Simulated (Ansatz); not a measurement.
The compound is CsMoF3 (cubic perovskite) (Pm-3m).

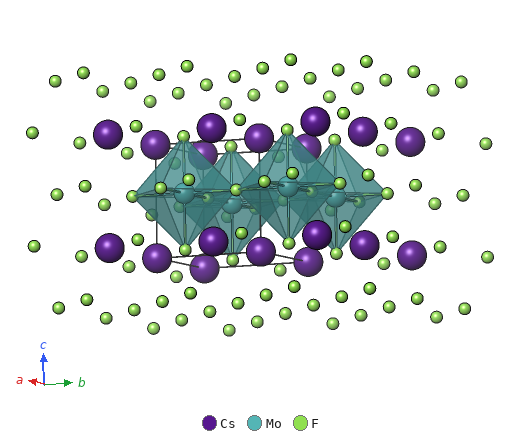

The structure (caesium purple, molybdenum teal, fluorine green). 2×2×1 cells are drawn. Some periodic images of atoms are drawn too.

The structure was built from a prototype and need not be the compound's stable phase.

The structure is cubic, space group Pm-3m (No. 221). The conventional cell has a = 4.213 Å, b = 4.213 Å, c = 4.213 Å, α = 90.00°, β = 90.00°, γ = 90.00°. Nearest to Cs lie 12 F at 2.98 Å. Nearest to Mo lie 6 F at 2.11 Å. Nearest to F lie 2 Mo at 2.11 Å and 4 Cs at 2.98 Å. Farther neighbours and most contacts between anions are not listed.

```yaml
crystal:
  lattice:
    - [0.00000, -4.21264, 0.00000]
    - [0.00000, 0.00000, 4.21264]
    - [-4.21264, 0.00000, 0.00000]
  atoms:
    - { symbol: Cs, position: [0.00000, 0.00000, 0.00000] }
    - { symbol: Mo, position: [0.50000, 0.50000, 0.50000] }
    - { symbol: F, position: [0.50000, 0.50000, 0.00000] }
    - { symbol: F, position: [0.50000, 0.00000, 0.50000] }
    - { symbol: F, position: [0.00000, 0.50000, 0.50000] }
```

The structure was relaxed with LDA. The structure type comes from a generator and need not be one that this composition takes. The structure was generated from a model, not taken from a measurement. The runs that relaxed it are not among those shown. The program's search for lower electronic states was switched off, so nothing shows that the state found is the lowest. Spin-orbit coupling is left out unless a run names it. PAW set soft_2, made with PBE.

A constrained-RPA run (Ansatz 0.2.0; non-magnetic LDA; Mo t2g, bands v2 to c1, 4×4×4 mesh, medium accuracy) builds 3 functions on bands 2.0 eV wide, with 4.0 electrons in the window. The bare on-site interaction is 12.9 eV and the bare J 0.51 eV.

**Question.** What U and J survive the screening?

On the Mo t2g shell, U = 4.56 eV (35 % of the bare value), U′ = 3.81 eV, J = 0.35 eV.

The parent state is non-magnetic and the interaction static (zero frequency); U depends on the window and the orbitals, so it belongs to this model alone.

[Paths, hosts, dates, memory and timing lines, banners, echoed tables and standing remarks are left out of the program output.]

[Logs are printed without paths, hosts, clocks, repeated set-up lines and the standing remarks that a program may print on its own settings, such as how far it seeks lower states.]

[Runs of the session that timed out or met a known fault of the program may be left out.]

[Hosts, paths, dates, database ids (printed as entryN), source tags and the programs' standing remarks are cut or masked in the printed files.]
